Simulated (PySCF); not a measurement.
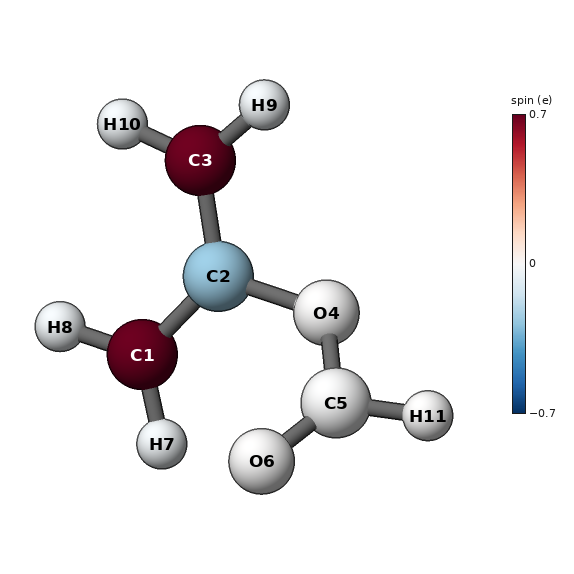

Atoms are coloured by their Mulliken spin populations. The species is neutral and a spin doublet. The geometry was computed by an optimisation with GFN2-xTB. No frequency run is at hand to confirm it as a minimum. Properties computed with UKS B3LYP, pcH-1 on C H O, non-relativistic (PySCF 2.14.0).

List the Mulliken spin populations.

```json
{"atom": "C1", "value (e)": "0.69"}
{"atom": "C2", "value (e)": "−0.26"}
{"atom": "C3", "value (e)": "0.69"}
{"atom": "O4", "value (e)": "0.00"}
{"atom": "C5", "value (e)": "0.00"}
{"atom": "O6", "value (e)": "0.00"}
{"atom": "H7", "value (e)": "−0.03"}
{"atom": "H8", "value (e)": "−0.03"}
{"atom": "H9", "value (e)": "−0.03"}
{"atom": "H10", "value (e)": "−0.03"}
{"atom": "H11", "value (e)": "0.00"}
```

Mulliken values depend strongly on the basis set.
